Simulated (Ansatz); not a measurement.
# ClHOSi + H₂O: a complex and its separated parts, part 2 of 2

Ansatz 0.2.0, Gaussian basis.

### 14 wB97X-V/def2-TZVPP

The inputs:

parta/in.yaml

```yaml
crystal:
  periodic: [false, false, false]
  atoms:
    - {symbol: Si, position_ang: [-0.850646, 0.275109, 0.413809]}
    - {symbol: O, position_ang: [-1.349762, 0.679074, -0.951784]}
    - {symbol: H, position_ang: [-0.323079, 1.178338, 1.452641]}
    - {symbol: Cl, position_ang: [-0.788401, -1.604574, 1.140834]}
basis:
  gaussian: {orbitals: def2-TZVPP}
hamiltonian: {xc: {name: wB97X-V}}
```

partb/in.yaml

```yaml
crystal:
  periodic: [false, false, false]
  atoms:
    - {symbol: O, position_ang: [1.070225, 0.079571, -0.393641]}
    - {symbol: H, position_ang: [0.824843, 0.206341, -1.312606]}
    - {symbol: H, position_ang: [1.417021, -0.814059, -0.349354]}
basis:
  gaussian: {orbitals: def2-TZVPP}
hamiltonian: {xc: {name: wB97X-V}}
```

Each run has its own folder and the same command.

Launch:

```console
$ ansatz run in.yaml --threads 2 --pin off --events-out ev --progress --plain --max-ram 4352MiB
```

Log of parta, cut to the lines that bear on the results:

```text
Functional definition: wB97X-V
  name "wB97X-V"
  cite "Mardirossian & Head-Gordon, Phys. Chem. Chem. Phys. 16, 9904 (2014) doi:10.1039/C3CP54374A"
  cite "Becke, J. Chem. Phys. 107, 8554 (1997) doi:10.1063/1.475007"
  cite "Vydrov & Van Voorhis, J. Chem. Phys. 133, 244103 (2010) doi:10.1063/1.3521275"
[...]
      + integral(e_c_pw_opposite_spin*poly(b97_u_opposite, cos0, cos1)) + vv10(b, c)
811 factors; their error is unknown
139 factors; integrals over basis functions are off by at most 4.6e-5 eV
[...]
mean field -22462.48502611 eV, -825.4810990902 hartree, gradient 5.7e-5 eV, S^2 0.000000; 0 other end points of the search recorded, 0 dependent functions left out
reference -22462.48502457 eV, -825.4810990336 hartree; 20, 20 occupied and 109, 109 virtual orbitals, 811 factors
Total energy: -22462.48502457 eV, -825.4810990336 hartree
```

partb printed, cut to the lines that bear on the results:

```text
[... 5 set-up lines as earlier in the session ...]
[...]
      + integral(e_c_pw_opposite_spin*poly(b97_u_opposite, cos0, cos1)) + vv10(b, c)
269 factors; their error is unknown
69 factors; integrals over basis functions are off by at most 2.2e-5 eV
[...]
mean field -2079.88767326 eV, -76.4344621937 hartree, gradient 2.2e-5 eV, S^2 0.000000; 0 other end points of the search recorded, 0 dependent functions left out
reference -2079.88767236 eV, -76.4344621608 hartree; 5, 5 occupied and 54, 54 virtual orbitals, 269 factors
Total energy: -2079.88767236 eV, -76.4344621608 hartree
```

They took 3.3 s (parta), 0.55 s (partb) on 2 threads of Arm Neoverse V2, shared host.

### 15 wB97M-V/def2-TZVPP

The same edit goes into each in.yaml of step 14 (parta, partb):

```diff
-hamiltonian: {xc: {name: wB97X-V}}
+hamiltonian: {xc: {name: wB97M-V}}
```

Each run has its own folder and the same command.

Launch:

```console
$ ansatz run in.yaml --threads 2 --pin off --events-out ev --progress --plain --max-ram 4352MiB
```

Log of parta, cut to the lines that bear on the results:

```text
Functional definition: wB97M-V
  name "wB97M-V"
  cite "Mardirossian & Head-Gordon, J. Chem. Phys. 144, 214110 (2016) doi:10.1063/1.4952647"
[... 2 set-up lines as earlier in the session ...]
  # Of w^i u^j: cxij and so on, Table III.
[...]
  gx(w, u) = 1 - cx + cx01*u + cx10*w
[...]
      + integral(e_c_pw_mod_opposite_spin*gos(b97_w_opposite, b97_u_opposite)) + vv10(b, c)
811 factors; their error is unknown
139 factors; integrals over basis functions are off by at most 4.6e-5 eV
[...]
mean field -22464.78735326 eV, -825.5657080526 hartree, gradient 2.3e-5 eV, S^2 0.000000; 0 other end points of the search recorded, 0 dependent functions left out
reference -22464.78739067 eV, -825.5657094274 hartree; 20, 20 occupied and 109, 109 virtual orbitals, 811 factors
Total energy: -22464.78739067 eV, -825.5657094274 hartree
```

Output in partb, cut to the lines that bear on the results:

```text
[... 5 set-up lines as earlier in the session ...]
  # Of w^i u^j: cxij and so on, Table III.
[...]
  gx(w, u) = 1 - cx + cx01*u + cx10*w
[...]
      + integral(e_c_pw_mod_opposite_spin*gos(b97_w_opposite, b97_u_opposite)) + vv10(b, c)
269 factors; their error is unknown
69 factors; integrals over basis functions are off by at most 2.2e-5 eV
[...]
mean field -2079.85938446 eV, -76.4334225995 hartree, gradient 2.9e-5 eV, S^2 0.000000; 0 other end points of the search recorded, 0 dependent functions left out
reference -2079.85940647 eV, -76.4334234083 hartree; 5, 5 occupied and 54, 54 virtual orbitals, 269 factors
Total energy: -2079.85940647 eV, -76.4334234083 hartree
```

Wall times: 4.2 s (parta), 0.55 s (partb) on 2 threads of Arm Neoverse V2, shared host.

### 16 B2PLYP/def2-TZVPP

Each input of step 15 (parta, partb) changes in the same lines:

```diff
-hamiltonian: {xc: {name: wB97M-V}}
+hamiltonian: {xc: {name: B2PLYP}}
```

The same command starts each run, in its folder.

Launch:

```console
$ ansatz run in.yaml --threads 2 --pin off --events-out ev --progress --plain --max-ram 4352MiB
```

Output in parta, cut to the lines that bear on the results:

```text
Functional definition: B2PLYP
  name "B2PLYP"
  cite "Grimme, J. Chem. Phys. 124, 034108 (2006) doi:10.1063/1.2148954"
[... 2 set-up lines as earlier in the session ...]
[...]
776 factors; integrals over basis functions are off by at most 8.0e-4 eV
[...]
mean field -22453.59446587 eV, -825.1543770278 hartree, gradient 4.6e-6 eV, S^2 0.000000; 0 other end points of the search recorded, 0 dependent functions left out
11 core orbitals not correlated: weight in the atoms' cores, before any rotation towards them, 1.000 or more for the frozen orbitals, at most 0.000 for the correlated occupied ones
reference -22453.59460353 eV, -825.1543820865 hartree; 9, 9 occupied and 109, 109 virtual orbitals, 776 factors
second order -18.15972149 eV of doubles, -0.00000000 eV of singles
Total energy: -22458.49772833 eV, -825.3345685995 hartree
```

Output in partb, cut to the lines that bear on the results:

```text
[... 5 set-up lines as earlier in the session ...]
[...]
361 factors; integrals over basis functions are off by at most 8.7e-4 eV
[...]
mean field -2077.03827938 eV, -76.3297489003 hartree, gradient 1.3e-6 eV, S^2 0.000000; 0 other end points of the search recorded, 0 dependent functions left out
1 core orbitals not correlated: weight in the atoms' cores, before any rotation towards them, 1.000 or more for the frozen orbitals, at most 0.000 for the correlated occupied ones
reference -2077.03836441 eV, -76.3297520249 hartree; 4, 4 occupied and 54, 54 virtual orbitals, 361 factors
second order -8.41873743 eV of doubles, -0.00000000 eV of singles
Total energy: -2079.31142352 eV, -76.4132854063 hartree
```

Wall times: 2.1 s (parta), 0.35 s (partb) on 2 threads of Arm Neoverse V2, shared host.

### 17 PBE-QIDH/def2-TZVPP

The same edit goes into each in.yaml of step 16 (parta, partb):

```diff
-hamiltonian: {xc: {name: B2PLYP}}
+hamiltonian: {xc: {name: PBE-QIDH}}
```

The same command starts each run, in its folder.

Launch:

```console
$ ansatz run in.yaml --threads 2 --pin off --events-out ev --progress --plain --max-ram 4352MiB
```

Output in parta, cut to the lines that bear on the results:

```text
Functional definition: PBE-QIDH
  name "PBE-QIDH"
  cite "Brémond, Sancho-García, Pérez-Jiménez & Adamo, J. Chem. Phys. 141, 031101 (2014) doi:10.1063/1.4890314"
[... 1 set-up line as earlier in the session ...]
[...]
776 factors; integrals over basis functions are off by at most 8.0e-4 eV
[...]
mean field -22446.30631921 eV, -824.8865425779 hartree, gradient 3.5e-6 eV, S^2 0.000000; 0 other end points of the search recorded, 0 dependent functions left out
11 core orbitals not correlated: weight in the atoms' cores, before any rotation towards them, 1.000 or more for the frozen orbitals, at most 0.000 for the correlated occupied ones
reference -22446.30632908 eV, -824.8865429408 hartree; 9, 9 occupied and 109, 109 virtual orbitals, 776 factors
second order -16.71841085 eV of doubles, -0.00000000 eV of singles
Total energy: -22451.87913269 eV, -825.0913396963 hartree
```

Output in partb, cut to the lines that bear on the results:

```text
[... 4 set-up lines as earlier in the session ...]
[...]
361 factors; integrals over basis functions are off by at most 8.7e-4 eV
[...]
mean field -2075.58435445 eV, -76.2763181443 hartree, gradient 2.2e-6 eV, S^2 0.000000; 0 other end points of the search recorded, 0 dependent functions left out
1 core orbitals not correlated: weight in the atoms' cores, before any rotation towards them, 1.000 or more for the frozen orbitals, at most 0.000 for the correlated occupied ones
reference -2075.58435994 eV, -76.2763183461 hartree; 4, 4 occupied and 54, 54 virtual orbitals, 361 factors
second order -7.85900299 eV of doubles, -0.00000000 eV of singles
Total energy: -2078.20402760 eV, -76.3725893571 hartree
```

They took 2.2 s (parta), 0.3 s (partb) on 2 threads of Arm Neoverse V2, shared host.

### 18 RPA on PBE/def2-TZVPP

Each input of step 17 (parta, partb) changes in the same lines:

```diff
-hamiltonian: {xc: {name: PBE-QIDH}}
+hamiltonian: {xc: pbe}
+correlation: {method: rpa}
```

Each run has its own folder and the same command.

Launch:

```console
$ ansatz run in.yaml --threads 2 --pin off --events-out ev --progress --plain --max-ram 4352MiB
```

parta printed, cut to the lines that bear on the results:

```text
[... 4 set-up lines as earlier in the session ...]
[...]
776 factors; integrals over basis functions are off by at most 8.0e-4 eV
[...]
mean field -22455.22905589 eV, -825.2144471031 hartree, gradient 5.2e-6 eV, S^2 0.000000; 0 other end points of the search recorded, 0 dependent functions left out
11 core orbitals not correlated: weight in the atoms' cores, before any rotation towards them, 1.000 or more for the frozen orbitals, at most 0.000 for the correlated occupied ones
reference -22420.44062276 eV, -823.9359957658 hartree; 9, 9 occupied and 109, 109 virtual orbitals, 776 factors
Total energy: -22443.95711040 eV, -824.8002107468 hartree
```

Log of partb, cut to the lines that bear on the results:

```text
[... 4 set-up lines as earlier in the session ...]
[...]
361 factors; integrals over basis functions are off by at most 8.7e-4 eV
[...]
mean field -2078.40755693 eV, -76.3800689220 hartree, gradient 6.5e-6 eV, S^2 0.000000; 0 other end points of the search recorded, 0 dependent functions left out
1 core orbitals not correlated: weight in the atoms' cores, before any rotation towards them, 1.000 or more for the frozen orbitals, at most 0.000 for the correlated occupied ones
reference -2069.53696259 eV, -76.0540805925 hartree; 4, 4 occupied and 54, 54 virtual orbitals, 361 factors
Total energy: -2080.48261334 eV, -76.4563258384 hartree
```

Wall times: 2.7 s (parta), 0.3 s (partb) on 2 threads of Arm Neoverse V2, shared host.

### 19 CCSD(T)/def2-TZVPP

Each input of step 18 (parta, partb) changes in the same lines:

```diff
-hamiltonian: {xc: pbe}
-correlation: {method: rpa}
+correlation: {method: ccsd_t}
```

The same command starts each run, in its folder.

Launch:

```console
$ ansatz run in.yaml --threads 2 --pin off --events-out ev --progress --plain --max-ram 4352MiB
```

Output in parta, cut to the lines that bear on the results:

```text
Functional definition: HF
  name "HF"
  cite "Fock, Z. Phys. 61, 126 (1930) doi:10.1007/BF01340294"
[... 1 set-up line as earlier in the session ...]
[...]
776 factors; integrals over basis functions are off by at most 8.0e-4 eV
[...]
mean field -22421.66939932 eV, -823.9811524717 hartree, gradient 1.2e-6 eV, S^2 0.000000; 0 other end points of the search recorded, 0 dependent functions left out
11 core orbitals not correlated: weight in the atoms' cores, before any rotation towards them, 1.000 or more for the frozen orbitals, at most 0.000 for the correlated occupied ones
reference -22421.66939932 eV, -823.9811524717 hartree; 9, 9 occupied and 109, 109 virtual orbitals, 776 factors
second order -14.69676165 eV of doubles, -0.00000000 eV of singles
cycle   1  -14.67588568 eV  change    2.1e-2 eV  update   1.1e-1
[...]
cycle  10  -15.19486336 eV  change    1.7e-5 eV  update   1.8e-5
perturbative correction -0.68523081 eV, -0.0251817677 hartree
Total energy: -22437.54949349 eV, -824.5647351684 hartree
```

partb printed, cut to the lines that bear on the results:

```text
[... 4 set-up lines as earlier in the session ...]
[...]
361 factors; integrals over basis functions are off by at most 8.7e-4 eV
[...]
mean field -2069.76240948 eV, -76.0623656130 hartree, gradient 3.6e-6 eV, S^2 0.000000; 0 other end points of the search recorded, 0 dependent functions left out
1 core orbitals not correlated: weight in the atoms' cores, before any rotation towards them, 1.000 or more for the frozen orbitals, at most 0.000 for the correlated occupied ones
reference -2069.76240948 eV, -76.0623656130 hartree; 4, 4 occupied and 54, 54 virtual orbitals, 361 factors
second order -7.10557541 eV of doubles, -0.00000000 eV of singles
cycle   1  -7.11163456 eV  change   -6.1e-3 eV  update   4.1e-2
[...]
cycle   8  -7.26609150 eV  change    3.4e-6 eV  update   7.2e-6
perturbative correction -0.20740431 eV, -0.0076219680 hartree
Total energy: -2077.23590529 eV, -76.3370115184 hartree
```

Times: 7.5 s (parta), 0.3 s (partb) on 2 threads of Arm Neoverse V2, shared host; peak memory 0.58 GiB.

### 20 Vibrations of ClHOSi

vib-parta/in.yaml

```yaml
crystal:
  periodic: [false, false, false]
  atoms:
    - {symbol: Si, position_ang: [-0.850646, 0.275109, 0.413809]}
    - {symbol: O, position_ang: [-1.349762, 0.679074, -0.951784]}
    - {symbol: H, position_ang: [-0.323079, 1.178338, 1.452641]}
    - {symbol: Cl, position_ang: [-0.788401, -1.604574, 1.140834]}
basis:
  gaussian: {orbitals: def2-TZVP}
hamiltonian: {xc: pbe0, dispersion: d4}
phonons: {temperatures: {t_min: 298.15, t_max: 900, t_step: 200}}
```

Launch:

```console
$ ansatz run in.yaml --threads 2 --pin off --events-out ev --progress --plain --max-ram 4352MiB
```

The program printed, cut to the lines that bear on the results:

```text
[... 5 set-up lines as earlier in the session ...]
[...]
731 factors; their error is unknown
[...]
mean field -22456.71917272 eV, -825.2692078865 hartree, gradient 2.7e-5 eV, S^2 0.000000; 0 other end points of the search recorded, 0 dependent functions left out
[...]
Atom 1 at    -1.349762     0.679074    -0.951784 Å, force     0.000122    -0.000475     0.000245 eV/Å
Atom 2 at    -0.323079     1.178338     1.452641 Å, force     0.000010    -0.000728     0.000069 eV/Å
Atom 3 at    -0.788401    -1.604574     1.140834 Å, force     0.000101     0.000259     0.000043 eV/Å
Dipole moment:     0.250950    -0.079954     0.649104 e Å
Vibrations: 282.70 539.06 570.84 835.38 1269.63 2284.38 cm⁻¹, zero-point energy 0.358438 eV
```

It took 22 s on 2 threads of Arm Neoverse V2, shared host.

Wavenumbers and character of the modes:

```csv
mode,wavenumber (cm⁻¹),character
1,283,bend
2,539,out-of-plane bend
3,571,Si–Cl stretch
4,835,bend
5,1270,Si–O stretch
6,2284,Si–H stretch
```

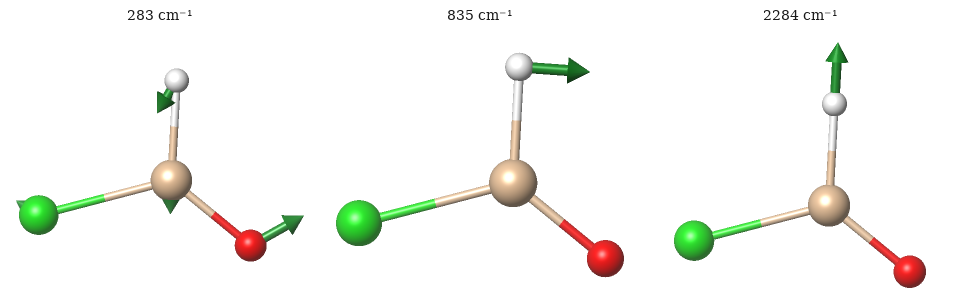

Displacements of 3 modes, as arrows.

Vibrational sums (real modes only):

```csv
T (K),entropy (J/mol/K),heat capacity (J/mol/K)
298,11.7,19.8
498,24.5,30.1
698,35.7,36.1
898,45.3,39.9
```

### 21 Vibrations of H₂O

vib-partb/in.yaml

```yaml
crystal:
  periodic: [false, false, false]
  atoms:
    - {symbol: O, position_ang: [1.070225, 0.079571, -0.393641]}
    - {symbol: H, position_ang: [0.824843, 0.206341, -1.312606]}
    - {symbol: H, position_ang: [1.417021, -0.814059, -0.349354]}
basis:
  gaussian: {orbitals: def2-TZVP}
hamiltonian: {xc: pbe0, dispersion: d4}
phonons: {temperatures: {t_min: 298.15, t_max: 900, t_step: 200}}
```

Launch:

```console
$ ansatz run in.yaml --threads 2 --pin off --events-out ev --progress --plain --max-ram 4352MiB
```

The program printed, cut to the lines that bear on the results:

```text
[... 5 set-up lines as earlier in the session ...]
[...]
239 factors; their error is unknown
[...]
mean field -2078.33307676 eV, -76.3773318263 hartree, gradient 1.2e-5 eV, S^2 0.000000; 0 other end points of the search recorded, 0 dependent functions left out
[...]
Total energy: -2078.33734662 eV, -76.3774887406 hartree
Atom 0 at     1.070225     0.079571    -0.393641 Å, force     0.000242    -0.000632     0.000017 eV/Å
Atom 1 at     0.824843     0.206341    -1.312606 Å, force    -0.000246     0.000428    -0.000392 eV/Å
Atom 2 at     1.417021    -0.814059    -0.349354 Å, force     0.000003     0.000204     0.000374 eV/Å
Dipole moment:     0.037393    -0.282756    -0.322513 e Å
Vibrations: 1622.95 3851.68 3959.38 cm⁻¹, zero-point energy 0.584834 eV
```

Run time: 1.4 s. Hardware: 2 threads of Arm Neoverse V2, shared host.

The modes, with what each moves most:

```csv
mode,wavenumber (cm⁻¹),character
1,1623,bend
2,3852,O–H stretch
3,3959,O–H stretch
```

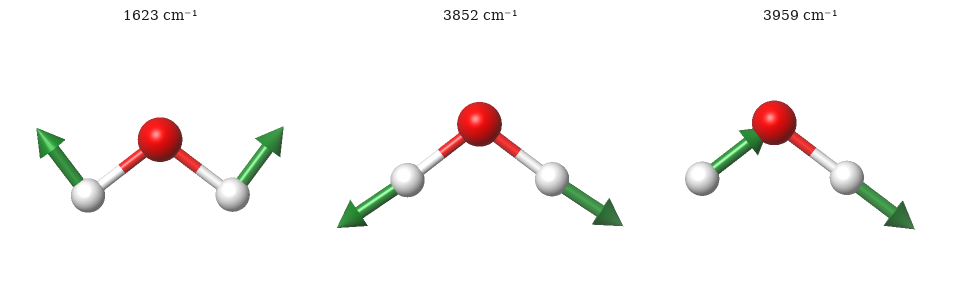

Displacements of 3 modes, as arrows.

Vibrational sums (real modes only):

```csv
T (K),entropy (J/mol/K),heat capacity (J/mol/K)
298,0.0,0.2
498,0.4,1.7
698,1.4,3.9
898,2.6,6.1
```

### 22 Complex less separated parts

The complex's own energies come from single points at the same levels.

Rows are in def2-TZVPP; times add the 3 runs of a level on a shared host, so small differences are noise.

Differences are taken before rounding.

```csv
method,rung,complex less parts (eV),from CCSD(T) (eV),time
SPW92,LDA,-1.316,-0.376,2 s
PBE-D4,GGA,-0.959,-0.019,3.2 s
BLYP-D4,GGA,-0.837,+0.103,3.3 s
r2SCAN-D4,meta-GGA,-1.049,-0.109,7.5 s
B97M-V,meta-GGA,-1.002,-0.063,14 s
PBE0-D4,hybrid,-1.055,-0.115,4.5 s
B3LYP-D4,hybrid,-0.943,-0.003,4.7 s
r2SCAN0-D4,hybrid,-1.118,-0.178,9.1 s
BHLYP-D4,hybrid,-1.066,-0.127,4.3 s
CAM-B3LYP-D4,range-separated hybrid,-1.044,-0.104,5 s
wB97X-V,range-separated hybrid,-1.055,-0.115,12 s
wB97M-V,range-separated hybrid,-1.056,-0.116,14 s
B2PLYP,double hybrid,-0.893,+0.047,8 s
PBE-QIDH,double hybrid,-1.060,-0.120,8 s
RPA on PBE,RPA,-0.800,+0.140,8.5 s
Hartree-Fock,wavefunction,-0.913,+0.026,
MP2,wavefunction,-0.961,-0.021,
CCSD,wavefunction,-0.946,-0.006,
CCSD(T),wavefunction,-0.940,0,72 s
```

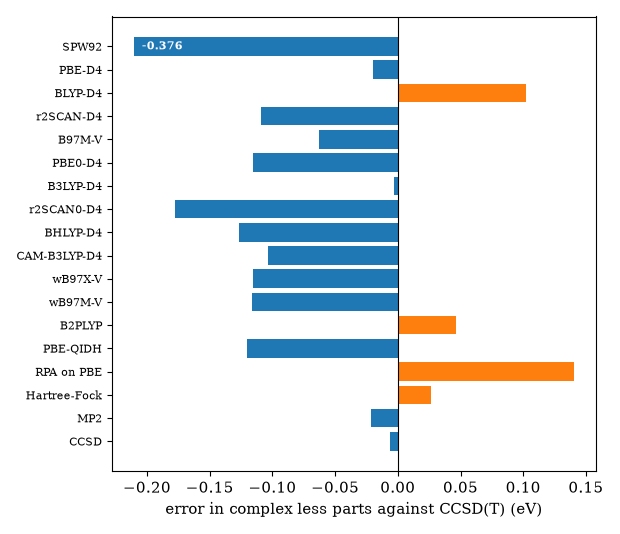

How far each level lands from CCSD(T). Bars with a number in them are cut short.

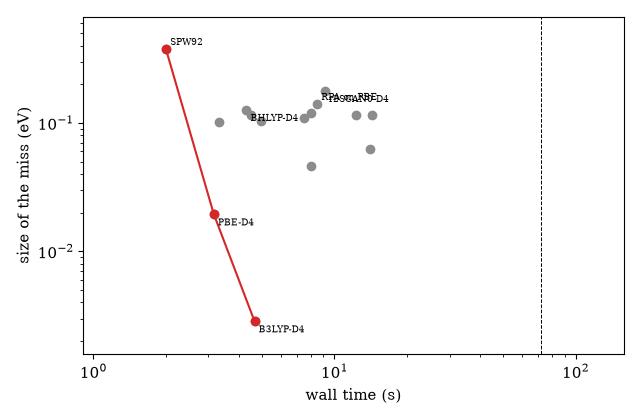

Accuracy for the time spent; red marks the levels that beat every quicker one drawn (of those quicker than the yardstick), and the dashed line is the time of CCSD(T). Only those levels and the largest misses are named. Times are from a shared host.

B3LYP-D4 reaches 0.003 eV from the reference in 4.7 s, where CCSD(T) took 72 s; the quickest level in the cost chart, SPW92, takes 2 s and misses by 0.376 eV.

The complex's zero-point energy, from a separate PBE0-D4 run, is 1.080 eV.

### 23 Results

This closing draws on all 2 parts.

| quantity | value |
| --- | --- |
| complex less parts, CCSD(T)/def2-TZVPP | -0.940 eV |
| with zero-point energy | -0.803 eV |
| largest T1 diagnostic | 0.018 |

At CCSD(T) the complex lies 0.940 eV below its parts. B3LYP-D4 is the best functional here (-0.003 eV from CCSD(T)); SPW92 is the worst (-0.376 eV). By rung, the mean size of the error is: LDA 0.376, GGA 0.061, meta-GGA 0.086, hybrid 0.106, range-separated hybrid 0.112, double hybrid 0.083 eV. PBE-D4 gives a relative energy 0.019 eV too low, inside chemical accuracy (1 kcal/mol, 0.043 eV). No counterpoise was applied, and triple zeta lacks some correlation, so the CCSD(T) reference has a basis error of its own, and close matches with it are partly luck.
